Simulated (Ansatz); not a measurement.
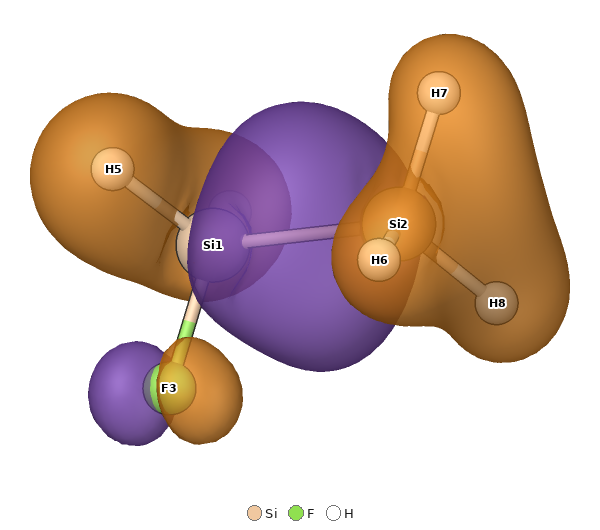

FH5Si2. The HOMO at ±0.08 Å⁻³ᐟ² (orange and purple are the two phases), seen at a tilt.

Theory: Hartree-Fock, Gaussian basis def2-SVP (Ansatz 0.2.0).

```csv
atom,x (Å),y (Å),z (Å)
Si,-1.1546,0.1805,0.0166
Si,1.1862,-0.1487,0.0125
F,-1.8332,-0.9288,-0.9482
H,-1.5199,1.5143,-0.5051
H,-1.7278,0.0123,1.3684
H,1.5141,-1.5021,0.5203
H,1.8123,0.8668,0.8961
H,1.7229,0.0058,-1.3606
```

### What is the character of this orbital?

It lies mainly on Si2 (about 40 %) and Si1 (about 35 %). Its energy is −11.24 eV.
